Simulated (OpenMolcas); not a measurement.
**C3H10OSi (trimethylsilanol): methods side by side**

C3H10OSi has 15 atoms, charge 0, and is taken as a singlet. SMILES: `C[Si](C)(C)O`. The coordinates come from a PBE0-D4/def2-TZVP relaxation. This is one conformer, not always the lowest.

Each level gives the HOMO–LUMO gap (eV). The values are calculated.

```json
{"level": "SVWN5/6-31G* (spherical functions)", "kind": "LDA", "program": "OpenMolcas", "value (eV)": "6.98", "CPU time": "91 s"}
{"level": "BLYP/6-31G* (spherical functions)", "kind": "GGA", "program": "OpenMolcas", "value (eV)": "6.97", "CPU time": "2 min"}
{"level": "revPBE/6-31G* (spherical functions)", "kind": "GGA", "program": "OpenMolcas", "value (eV)": "7.15", "CPU time": "2 min"}
{"level": "TPSS/6-31G* (spherical functions)", "kind": "meta-GGA", "program": "OpenMolcas", "value (eV)": "7.46", "CPU time": "2.6 min"}
{"level": "r2SCAN/6-31G* (spherical functions)", "kind": "meta-GGA", "program": "OpenMolcas", "value (eV)": "8.06", "CPU time": "2.3 min"}
{"level": "BHLYP/6-31G* (spherical functions)", "kind": "global hybrid", "program": "OpenMolcas", "value (eV)": "11.82", "CPU time": "1.9 min"}
{"level": "PBE0/6-31G* (spherical functions)", "kind": "global hybrid", "program": "OpenMolcas", "value (eV)": "9.58", "CPU time": "2.1 min"}
{"level": "B3LYP/6-31G* (Cartesian functions)", "kind": "global hybrid", "program": "OpenMolcas", "value (eV)": "8.93", "CPU time": "1.9 min"}
```

The values span 6.97 to 11.82 eV. Orbital gaps aren't excitation energies; they tend to grow with the share of exact exchange. CPU times are rough (shared hosts, several kinds of processor): they show what a rung costs within a factor of a few.

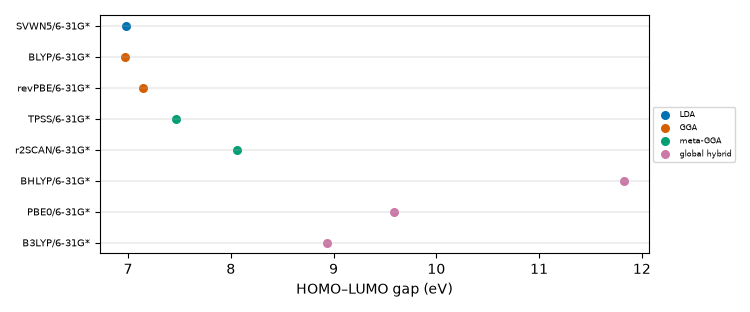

The values of the table, level by level.
